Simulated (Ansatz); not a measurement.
## Response to strain in C

Take C in the graphite type structure (space group P6_3/mmc, No. 194; layered, stacked along the Cartesian z axis) as the base.

```
C
1.0
    2.45828     0.00000     0.00000
   -1.22914     2.12893     0.00000
    0.00000     0.00000     6.56348
C
4
Direct
  0.00000   0.00000   0.25000
  0.00000   0.00000   0.75000
  0.33333   0.66667   0.25000
  0.66667   0.33333   0.75000
```

Cartesian axes are those of the cell as printed.

Strains are applied to the cell and any free atomic positions relax.

Computed with DFT with PBEsol-D3(BJ), PAW potentials and a 420 eV plane-wave cutoff in Ansatz (a program for electronic structure), no spin-orbit coupling.

Notes on the quantities. energy relative to the base: free energy F.

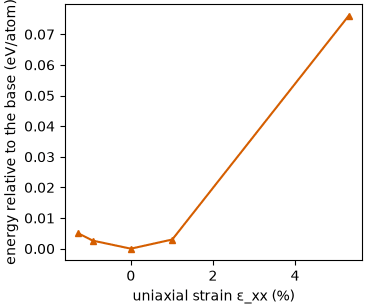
Figure: Energy relative to the base against uniaxial strain ε_xx

### Question
From the plot, what is the energy relative to the base for uniaxial strain ε_xx = −1.28 %?

### Answer
About 0.005 eV/atom.

### Question
Is the trend monotonic over the range shown?

### Answer
No, it turns within the range, spanning 0 meV/atom to +76 meV/atom.

The mesh was chosen for an insulator and is coarse for the gapless case. Whether these cells are dynamically stable was not tested.
